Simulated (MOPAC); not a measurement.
## Geometry relaxation of C₃H₆F₂ (charge +1) (part 2 of 3)

C₃H₆F₂, charge +1, multiplicity 2; PM6-D3H4, unrestricted, dispersion D3H4 (MOPAC 23.2.5). The starting geometry was optimised with PM6-D3H4.

Geometry of the input (Å):
```
C  -1.1770  0.4363  0.4081
C  0.1423  0.3635  -0.3474
C  1.0211  -0.8397  -0.0364
F  -0.0869  0.4369  -1.6916
F  0.8495  1.5166  -0.1602
H  -1.7562  1.3470  0.1165
H  -0.9881  0.4777  1.5059
H  -1.7980  -0.4614  0.1820
H  1.2896  -0.8486  1.0455
H  1.9661  -0.8110  -0.6330
H  0.4801  -1.7830  -0.2819
```

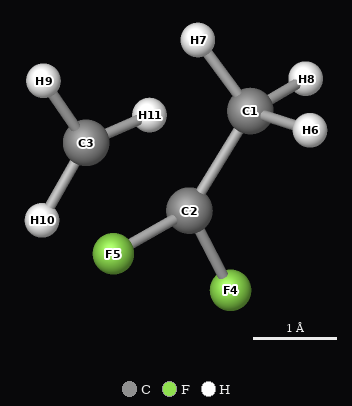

Figure 1. The geometry at step 17 of the log (ball-and-stick view, seen at a tilt; atoms are numbered from 1 in the order of the input).

### Trajectory as extended XYZ, continued
```
11
Properties=species:S:1:pos:R:3:forces:R:3 step=1 energy=7.05602
C    -1.1875    0.3961    0.4543   -0.1040   0.5089  -0.9417
C     0.1679    0.4614   -0.4787   -0.0689  -2.2547   6.8538
C     1.0099   -0.8779    0.0140    0.1807   0.1508  -1.0654
F    -0.0811    0.4396   -1.6563   -1.4513  -0.0246  -7.3445
F     0.8399    1.4943   -0.1604    1.6911   2.6858   0.5347
H    -1.7541    1.3676    0.0914    0.6163  -0.4880   0.1015
H    -0.9885    0.4776    1.5198    0.2871  -0.1125   0.6225
H    -1.8030   -0.4694    0.1768   -0.1228  -0.5294   0.0345
H     1.2915   -0.8502    1.0596   -0.0260   0.0942   0.7653
H     1.9736   -0.7943   -0.6584   -0.6238   0.2912   0.3347
H     0.4774   -1.7926   -0.2870   -0.3784  -0.3217   0.1045
11
Properties=species:S:1:pos:R:3:forces:R:3 step=3 energy=6.56570
C    -1.1852    0.3983    0.4450    0.3832  -0.4068   0.1165
C     0.1532    0.4221   -0.4206    0.6614   1.5218   0.0252
C     1.0085   -0.8833    0.0047   -0.2871   0.0785   0.2667
F    -0.0940    0.4352   -1.7178    0.2333   0.2252   0.2245
F     0.8660    1.5405   -0.1476   -0.7030  -1.0790  -0.6186
H    -1.7407    1.3573    0.0926    0.4417  -0.0862  -0.1199
H    -0.9838    0.4739    1.5475   -0.0061  -0.1028  -0.1036
H    -1.8072   -0.4850    0.1829   -0.0792  -0.2301   0.1070
H     1.2911   -0.8515    1.0875   -0.1104  -0.0503  -0.0147
H     1.9603   -0.7850   -0.6520   -0.3279   0.3819   0.0170
H     0.4679   -1.8060   -0.2814   -0.2061  -0.2522   0.1000
11
Properties=species:S:1:pos:R:3:forces:R:3 step=4 energy=6.52784
C    -1.1781    0.3872    0.4274    0.5618  -0.3164   1.0147
C     0.1552    0.4477   -0.4012   -0.5357   0.0256  -0.5651
C     1.0017   -0.8829   -0.0012   -0.0289  -0.3220   1.0290
F    -0.0896    0.4478   -1.7020    0.1309   0.0420  -0.1629
F     0.8623    1.5238   -0.1733    0.4149   0.5708   0.0754
H    -1.7293    1.3484    0.0886    0.2556  -0.0752  -0.1334
H    -0.9833    0.4671    1.5612   -0.1335  -0.1427  -0.6989
H    -1.8103   -0.4990    0.1928   -0.0070  -0.1259   0.0150
H     1.2883   -0.8562    1.1066   -0.2831  -0.0414  -0.5410
H     1.9500   -0.7697   -0.6414   -0.2618   0.3219  -0.1084
H     0.4609   -1.8206   -0.2737   -0.1133   0.0633   0.0757
11
Properties=species:S:1:pos:R:3:forces:R:3 step=6 energy=6.41877
C    -1.1512    0.3535    0.4441    0.5470   0.3125  -0.4073
C     0.1310    0.4766   -0.4211   -0.6029  -0.1286   0.2998
C     0.9850   -0.9104    0.0343    0.4729   0.2753  -0.1451
F    -0.0822    0.4669   -1.7231    0.1297  -0.0400  -0.1049
F     0.8750    1.5385   -0.1844    0.1372   0.0900  -0.0166
H    -1.7028    1.3279    0.0806    0.0790  -0.2753   0.1302
H    -0.9846    0.4491    1.5461    0.0874  -0.0937   0.0273
H    -1.8129   -0.5170    0.2148    0.0928  -0.1145  -0.0311
H     1.2738   -0.8660    1.1054   -0.1847   0.0301   0.1387
H     1.9187   -0.7314   -0.6372   -0.4654   0.0864   0.1299
H     0.4451   -1.8269   -0.2468   -0.2930  -0.1424  -0.0211
11
Properties=species:S:1:pos:R:3:forces:R:3 step=7 energy=6.37898
C    -1.1177    0.3412    0.4230   -0.2156   0.0312   0.4129
C     0.0931    0.4958   -0.4155    0.4335   0.5194  -0.3039
C     0.9832   -0.9224    0.0444    0.5218  -0.0838   0.0531
F    -0.0791    0.4731   -1.7265    0.1457  -0.1054   0.0020
F     0.8880    1.5459   -0.1925   -0.2871  -0.4883  -0.0452
H    -1.6821    1.2999    0.0935   -0.3948   0.1215   0.0853
H    -0.9822    0.4318    1.5419    0.1441  -0.0633  -0.0790
H    -1.8113   -0.5313    0.2315    0.2403   0.0253  -0.1401
H     1.2580   -0.8715    1.1184   -0.1727   0.0710   0.1218
H     1.8812   -0.7013   -0.6254   -0.1798   0.0171  -0.0372
H     0.4255   -1.8336   -0.2285   -0.2355  -0.0447  -0.0697
11
Properties=species:S:1:pos:R:3:forces:R:3 step=9 energy=6.34495
C    -1.1254    0.3525    0.4321    0.3786   0.1598   0.1081
C     0.0911    0.5182   -0.4387   -0.8503  -0.2226   0.4269
C     1.0114   -0.9384    0.0625   -0.0070  -0.2743  -0.4514
F    -0.0760    0.4673   -1.7461    0.1937  -0.0394   0.1603
F     0.8804    1.5327   -0.1855    0.2712   0.2430  -0.1017
H    -1.7059    1.3055    0.1421   -0.3041   0.0793   0.1019
H    -0.9709    0.4206    1.5687    0.1022  -0.1191  -0.6069
H    -1.7934   -0.5247    0.2029    0.1806   0.0112  -0.0128
H     1.2415   -0.8629    1.1354   -0.0547   0.0393   0.1680
H     1.8645   -0.6941   -0.6364    0.0495  -0.0669   0.0694
H     0.4082   -1.8292   -0.2409    0.0404   0.1898   0.1382
11
Properties=species:S:1:pos:R:3:forces:R:3 step=10 energy=6.30069
C    -1.1216    0.3559    0.4235    0.0700   0.3403   0.0703
C     0.0720    0.5347   -0.4269   -0.6468  -0.0977  -0.2212
C     1.0277   -0.9625    0.0630    0.1115   0.0362  -0.1432
F    -0.0684    0.4638   -1.7378    0.1213  -0.1130   0.1317
F     0.8794    1.5334   -0.1965    0.4194   0.3740   0.0971
H    -1.7247    1.3103    0.1786   -0.3325   0.0517   0.0556
H    -0.9614    0.4071    1.5403    0.1221  -0.1173  -0.0448
H    -1.7772   -0.5195    0.1850   -0.0120  -0.1443  -0.0629
H     1.2269   -0.8555    1.1441    0.0286  -0.0186   0.0191
H     1.8518   -0.6853   -0.6440    0.1776  -0.1806   0.0804
H     0.3971   -1.8155   -0.2328   -0.0592  -0.1306   0.0179
11
Properties=species:S:1:pos:R:3:forces:R:3 step=11 energy=6.27398
C    -1.1201    0.3737    0.4174   -0.5466   0.0631   0.2082
C     0.0391    0.5606   -0.4273    0.2035   0.3765  -0.5903
C     1.0552   -0.9878    0.0609   -0.2529   0.0757   0.1459
F    -0.0594    0.4451   -1.7372    0.0846   0.0008   0.2382
F     0.8828    1.5379   -0.1939    0.1023   0.0208  -0.0418
H    -1.7605    1.3193    0.2347   -0.2684  -0.0176   0.0257
H    -0.9454    0.3842    1.5288    0.0953  -0.0904   0.1136
H    -1.7567   -0.5206    0.1518   -0.0631   0.0332   0.0426
H     1.2101   -0.8468    1.1476    0.1523  -0.0664  -0.1004
H     1.8428   -0.6877   -0.6479    0.4413  -0.2205  -0.0226
H     0.3817   -1.8084   -0.2284    0.0516  -0.1751  -0.0192
11
Properties=species:S:1:pos:R:3:forces:R:3 step=13 energy=6.22242
C    -1.1512    0.3959    0.4210    0.1296   0.1412  -0.0436
C     0.0191    0.5961   -0.4321   -0.0402   0.1783  -0.0286
C     1.0684   -1.0012    0.0494    0.1376  -0.0442   0.0065
F    -0.0433    0.4187   -1.7283    0.0231   0.1592   0.0582
F     0.8889    1.5474   -0.1934   -0.1049  -0.1123  -0.1117
H    -1.8240    1.3291    0.2886   -0.0245  -0.1922   0.0026
H    -0.9271    0.3550    1.5265   -0.0335   0.0088   0.0230
H    -1.7466   -0.5146    0.1337   -0.2089   0.0321   0.0447
H     1.2200   -0.8442    1.1332    0.0752  -0.0173  -0.1377
H     1.8949   -0.7436   -0.6530   -0.0139  -0.1648   0.1917
H     0.3891   -1.8210   -0.2392    0.0605   0.0112  -0.0051
11
Properties=species:S:1:pos:R:3:forces:R:3 step=14 energy=6.20999
C    -1.1590    0.4048    0.4227    0.2518  -0.0207   0.0089
C     0.0065    0.6180   -0.4357   -0.1629  -0.0291   0.0541
C     1.0756   -1.0139    0.0448    0.1081  -0.1154   0.1333
F    -0.0356    0.4153   -1.7261   -0.0341   0.1631   0.0001
F     0.8897    1.5501   -0.1991   -0.0418  -0.0006  -0.0459
H    -1.8488    1.3183    0.3074   -0.0388  -0.0776   0.0045
H    -0.9214    0.3410    1.5314   -0.0547   0.0734  -0.1257
H    -1.7498   -0.5129    0.1362   -0.1529   0.0652   0.0242
H     1.2264   -0.8451    1.1172    0.0189   0.0187   0.1272
H     1.9147   -0.7740   -0.6244    0.1321  -0.0587  -0.1143
H     0.3939   -1.8261   -0.2406   -0.0257  -0.0182  -0.0663
11
Properties=species:S:1:pos:R:3:forces:R:3 step=16 energy=6.19670
C    -1.1573    0.4070    0.4219   -0.0285   0.0219  -0.0181
C    -0.0084    0.6331   -0.4414    0.0010  -0.0051   0.0570
C     1.0911   -1.0363    0.0579    0.1510  -0.0670  -0.0089
F    -0.0344    0.4292   -1.7282   -0.0999   0.0398  -0.1167
F     0.8876    1.5518   -0.2090   -0.0083   0.0220   0.0675
H    -1.8739    1.3035    0.3252    0.0232  -0.0108  -0.0189
H    -0.9181    0.3398    1.5243    0.0269   0.0606   0.0199
H    -1.7618   -0.5041    0.1421   -0.0838  -0.0274  -0.0238
H     1.2319   -0.8468    1.1302   -0.0202  -0.0344  -0.0148
H     1.9360   -0.8108   -0.6147    0.0247  -0.0323   0.0087
H     0.3968   -1.8305   -0.2505    0.0140   0.0325   0.0481
11
Properties=species:S:1:pos:R:3:forces:R:3 step=17 energy=6.19308
C    -1.1571    0.4108    0.4204   -0.2075  -0.0626  -0.0195
C    -0.0163    0.6416   -0.4461    0.0528  -0.0144   0.0191
C     1.1070   -1.0531    0.0645    0.0849   0.0500  -0.0139
F    -0.0382    0.4384   -1.7329   -0.0898  -0.0004  -0.0433
F     0.8851    1.5523   -0.2096    0.0089   0.0136   0.0666
H    -1.8885    1.2953    0.3318    0.0546   0.0469  -0.0375
H    -0.9150    0.3462    1.5222    0.0436   0.0382   0.0224
H    -1.7727   -0.4998    0.1427    0.0304   0.0121  -0.0040
H     1.2352   -0.8500    1.1357    0.0077  -0.0413  -0.0494
H     1.9514   -0.8373   -0.6085    0.0301  -0.0121   0.0258
H     0.4000   -1.8301   -0.2454   -0.0157  -0.0300   0.0337
11
Properties=species:S:1:pos:R:3:forces:R:3 step=19 energy=6.18984
C    -1.1630    0.4103    0.4173   -0.0155   0.0545   0.0189
C    -0.0114    0.6322   -0.4433   -0.0731   0.0353  -0.0388
C     1.1175   -1.0516    0.0617   -0.0364  -0.0546   0.0172
F    -0.0495    0.4448   -1.7337    0.0033  -0.0068   0.0384
F     0.8843    1.5491   -0.2025    0.0003  -0.0646   0.0235
H    -1.8832    1.3034    0.3063    0.0463   0.0068  -0.0142
H    -0.9154    0.3667    1.5205   -0.0288   0.0072  -0.0120
H    -1.7809   -0.4962    0.1472    0.0151  -0.0355   0.0029
H     1.2418   -0.8539    1.1332    0.0373   0.0179  -0.0063
H     1.9637   -0.8495   -0.6090    0.0477   0.0307  -0.0205
H     0.4042   -1.8311   -0.2360    0.0038   0.0091  -0.0091
11
Properties=species:S:1:pos:R:3:forces:R:3 step=20 energy=6.18921
C    -1.1647    0.4122    0.4172    0.0096   0.0053   0.0014
C    -0.0124    0.6323   -0.4435   -0.0710   0.0397  -0.0313
C     1.1193   -1.0525    0.0607   -0.0055  -0.0308   0.0130
F    -0.0508    0.4446   -1.7336    0.0172  -0.0052   0.0435
F     0.8843    1.5476   -0.2003   -0.0041  -0.0700   0.0046
H    -1.8819    1.3050    0.3009    0.0171   0.0155  -0.0015
H    -0.9157    0.3697    1.5200   -0.0394   0.0094  -0.0104
H    -1.7813   -0.4977    0.1487    0.0260  -0.0010   0.0114
H     1.2443   -0.8531    1.1316    0.0376   0.0185  -0.0012
H     1.9676   -0.8502   -0.6099    0.0146   0.0206  -0.0053
H     0.4055   -1.8309   -0.2350   -0.0021  -0.0021  -0.0242
11
Properties=species:S:1:pos:R:3:forces:R:3 step=21 energy=6.18827
C    -1.1690    0.4163    0.4166    0.0475  -0.0139  -0.0046
C    -0.0190    0.6379   -0.4449    0.0054  -0.0089  -0.0138
C     1.1254   -1.0570    0.0592    0.0063   0.0021  -0.0018
F    -0.0511    0.4426   -1.7330    0.0089   0.0192   0.0285
F     0.8850    1.5440   -0.1968   -0.0233  -0.0500  -0.0202
H    -1.8843    1.3087    0.2982   -0.0232   0.0165   0.0126
H    -0.9158    0.3730    1.5182   -0.0488   0.0228   0.0083
H    -1.7793   -0.4988    0.1524   -0.0024   0.0108   0.0008
H     1.2496   -0.8500    1.1279    0.0289   0.0009   0.0110
H     1.9759   -0.8529   -0.6090   -0.0203  -0.0034   0.0007
H     0.4071   -1.8308   -0.2370    0.0210   0.0039  -0.0215
11
Properties=species:S:1:pos:R:3:forces:R:3 step=23 energy=6.18769
C    -1.1708    0.4189    0.4159   -0.0222   0.0131   0.0100
C    -0.0228    0.6365   -0.4464    0.0033  -0.0068   0.0358
C     1.1324   -1.0592    0.0601    0.0136   0.0087  -0.0205
F    -0.0538    0.4465   -1.7337    0.0039  -0.0229  -0.0379
F     0.8837    1.5368   -0.1943    0.0494   0.0185  -0.0038
H    -1.8858    1.3131    0.2927   -0.0160  -0.0115   0.0081
H    -0.9218    0.3857    1.5190   -0.0291   0.0048   0.0041
H    -1.7816   -0.4970    0.1574   -0.0052   0.0050   0.0029
H     1.2581   -0.8483    1.1283    0.0040  -0.0168  -0.0063
H     1.9842   -0.8581   -0.6067   -0.0144   0.0078  -0.0026
H     0.4128   -1.8284   -0.2433    0.0128   0.0001   0.0102
11
Properties=species:S:1:pos:R:3:forces:R:3 step=24 energy=6.18753
C    -1.1712    0.4192    0.4161   -0.0144   0.0104   0.0096
C    -0.0227    0.6360   -0.4458    0.0095   0.0015   0.0129
C     1.1319   -1.0581    0.0594    0.0142   0.0025  -0.0137
F    -0.0532    0.4455   -1.7336    0.0018  -0.0162  -0.0115
F     0.8841    1.5367   -0.1943    0.0380   0.0093  -0.0044
H    -1.8863    1.3133    0.2937   -0.0158  -0.0078   0.0022
H    -0.9232    0.3860    1.5194   -0.0259   0.0038   0.0048
H    -1.7814   -0.4967    0.1568   -0.0105   0.0017   0.0036
H     1.2583   -0.8487    1.1278    0.0041  -0.0124  -0.0047
H     1.9834   -0.8570   -0.6075   -0.0076   0.0095  -0.0057
H     0.4133   -1.8281   -0.2437    0.0065  -0.0021   0.0069
11
Properties=species:S:1:pos:R:3:forces:R:3 step=26 energy=6.18702
C    -1.1758    0.4227    0.4164    0.0193   0.0005   0.0058
C    -0.0237    0.6351   -0.4428    0.0162   0.0114  -0.0290
C     1.1351   -1.0558    0.0551    0.0135  -0.0163   0.0105
F    -0.0525    0.4417   -1.7316   -0.0062   0.0022   0.0463
F     0.8867    1.5333   -0.1928    0.0023  -0.0036  -0.0053
H    -1.8913    1.3154    0.2909   -0.0138   0.0003  -0.0159
H    -0.9341    0.3939    1.5213   -0.0083  -0.0010   0.0006
H    -1.7834   -0.4949    0.1576   -0.0173  -0.0005   0.0034
H     1.2635   -0.8510    1.1242    0.0028   0.0009  -0.0004
H     1.9853   -0.8534   -0.6124    0.0009   0.0150  -0.0126
H     0.4180   -1.8270   -0.2470   -0.0094  -0.0089  -0.0034
11
Properties=species:S:1:pos:R:3:forces:R:3 step=27 energy=6.18685
C    -1.1791    0.4252    0.4157   -0.0109   0.0233  -0.0059
C    -0.0233    0.6350   -0.4396   -0.0178  -0.0205   0.0345
C     1.1415   -1.0580    0.0518   -0.0245   0.0094  -0.0102
F    -0.0555    0.4402   -1.7266    0.0065  -0.0016  -0.0418
F     0.8897    1.5306   -0.1910   -0.0008   0.0072   0.0080
H    -1.8946    1.3164    0.2722   -0.0078  -0.0079   0.0091
H    -0.9474    0.4055    1.5223    0.0088   0.0026  -0.0009
H    -1.7895   -0.4934    0.1625    0.0213   0.0071  -0.0043
H     1.2698   -0.8543    1.1207    0.0153  -0.0034   0.0020
H     1.9865   -0.8451   -0.6206   -0.0144  -0.0181   0.0139
H     0.4217   -1.8285   -0.2490    0.0242   0.0020  -0.0044
11
Properties=species:S:1:pos:R:3:forces:R:3 step=29 energy=6.18669
C    -1.1784    0.4254    0.4161   -0.0011   0.0006  -0.0001
C    -0.0239    0.6352   -0.4404    0.0016  -0.0009   0.0015
C     1.1394   -1.0572    0.0525   -0.0012  -0.0031   0.0004
F    -0.0540    0.4399   -1.7282   -0.0020   0.0037  -0.0004
F     0.8886    1.5314   -0.1915   -0.0022   0.0005   0.0029
H    -1.8954    1.3160    0.2798   -0.0040  -0.0007  -0.0035
H    -0.9432    0.4017    1.5221    0.0035   0.0038  -0.0009
H    -1.7871   -0.4932    0.1604    0.0034   0.0017  -0.0001
H     1.2687   -0.8533    1.1214    0.0051  -0.0025   0.0005
H     1.9868   -0.8490   -0.6177   -0.0070   0.0007   0.0002
H     0.4216   -1.8281   -0.2497    0.0040  -0.0040  -0.0005
11
Properties=species:S:1:pos:R:3:forces:R:3 step=30 energy=6.18668
C    -1.1788    0.4259    0.4161   -0.0027   0.0015   0.0002
C    -0.0240    0.6350   -0.4401    0.0020   0.0035  -0.0038
C     1.1398   -1.0573    0.0522   -0.0006  -0.0036   0.0013
F    -0.0541    0.4397   -1.7280    0.0002   0.0034   0.0053
F     0.8887    1.5311   -0.1912   -0.0033  -0.0009   0.0015
H    -1.8962    1.3161    0.2786   -0.0012  -0.0013  -0.0028
H    -0.9442    0.4030    1.5223    0.0036   0.0044  -0.0012
H    -1.7871   -0.4928    0.1607    0.0018  -0.0024   0.0002
H     1.2698   -0.8538    1.1211    0.0024  -0.0018   0.0003
H     1.9868   -0.8486   -0.6182   -0.0035   0.0012  -0.0017
H     0.4225   -1.8285   -0.2503    0.0012  -0.0040   0.0007
11
Properties=species:S:1:pos:R:3:forces:R:3 step=31 energy=6.18666
C    -1.1797    0.4271    0.4160   -0.0043  -0.0025  -0.0003
C    -0.0244    0.6352   -0.4395    0.0015   0.0030  -0.0098
C     1.1410   -1.0580    0.0515    0.0019  -0.0012   0.0014
F    -0.0544    0.4392   -1.7273    0.0016   0.0046   0.0065
F     0.8889    1.5305   -0.1906   -0.0015   0.0011   0.0018
H    -1.8980    1.3162    0.2758    0.0014  -0.0011  -0.0007
H    -0.9458    0.4059    1.5223    0.0028   0.0055  -0.0006
H    -1.7874   -0.4923    0.1614    0.0018  -0.0045   0.0016
H     1.2721   -0.8547    1.1203   -0.0014  -0.0021  -0.0001
H     1.9872   -0.8482   -0.6194   -0.0020   0.0009  -0.0025
H     0.4243   -1.8294   -0.2513   -0.0019  -0.0037   0.0027
11
Properties=species:S:1:pos:R:3:forces:R:3 step=33 energy=6.18666
C    -1.1807    0.4281    0.4154    0.0019   0.0031  -0.0001
C    -0.0253    0.6360   -0.4399    0.0003  -0.0024   0.0070
C     1.1432   -1.0606    0.0515   -0.0063   0.0043  -0.0031
F    -0.0552    0.4407   -1.7273    0.0068   0.0001  -0.0059
F     0.8887    1.5298   -0.1889    0.0013   0.0010  -0.0039
H    -1.9000    1.3155    0.2696   -0.0061  -0.0012   0.0036
H    -0.9466    0.4135    1.5218   -0.0007  -0.0003   0.0016
H    -1.7869   -0.4934    0.1652    0.0063  -0.0035   0.0010
H     1.2760   -0.8575    1.1200   -0.0015   0.0013  -0.0002
H     1.9861   -0.8473   -0.6222   -0.0001  -0.0035   0.0001
H     0.4270   -1.8333   -0.2491   -0.0019   0.0010   0.0001
```
